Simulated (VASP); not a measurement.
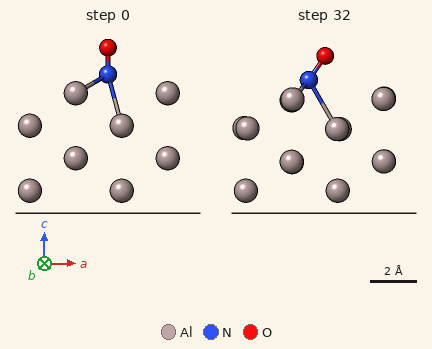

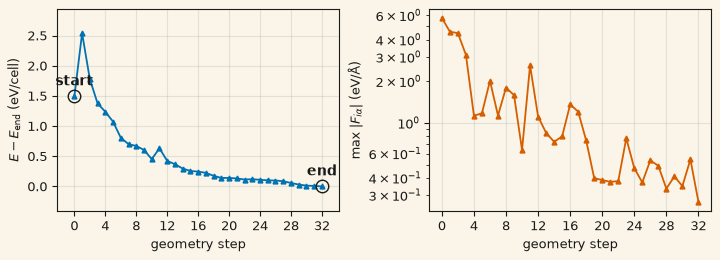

First and last geometry of a relaxation of a slab of composition Al₁₆NO, with the history of the run. A ball-and-stick model of the cell of the calculation, outlined in the plane, without the vacuum (origin shifted), seen along the b axis.

The run lets the atoms move in a fixed cell. 4 atoms are held fixed.

Theory: Kohn-Sham DFT of a periodic cell, PBE, VASP PAW PBE potentials, recommended in VASP.

Input
```
PREC = Accurate
ENCUT = 520
EDIFF = 1E-6
ISMEAR = 0
SIGMA = 0.05
LREAL = Auto
LASPH = True
NELM = 100
ALGO = Fast
ISIF = 2
LWAVE = False
LCHARG = False
GGA = PE
IBRION = 2
NSW = 80
EDIFFG = -0.03
```

Command:
```bash
cat potpaw_PBE.64/Al/POTCAR potpaw_PBE.64/N/POTCAR potpaw_PBE.64/O/POTCAR > POTCAR
mpirun -np 1 vasp_std > vasp.out
```

Q: Read the history and describe the run.

A: The run was cut off at its time limit before the relaxation converged, so the last structure is only a point on the way. The energy falls by 1.493 eV per cell of the calculation in 32 geometry steps. Largest force component: 5.7 eV/Å at the start, 0.27 eV/Å at the end. The largest move is that of the N atom, 0.75 Å at 71° to the normal (−c side). Largest moves by element: N 0.75 Å, O 0.42 Å, Al 0.37 Å. The cell doesn't change. Near-neighbour distances that change, for instance: Al–N 2.417 → 1.931 Å, Al–N 2.367 → 2.497 Å, N–O 1.180 → 1.283 Å, Al–N 1.972 → 1.928 Å. Among the angles between lasting bonds that change: Al–N–Al 80.8° → 107.1°, Al–N–O 110.1° → 127.5°, Al–N–O 114.9° → 124.9°. At step 1 the optimiser overshot: the energy rose above the start, and later steps came back. It ran on 1 thread of AMD EPYC 9R14 (Zen 4), on a shared host.
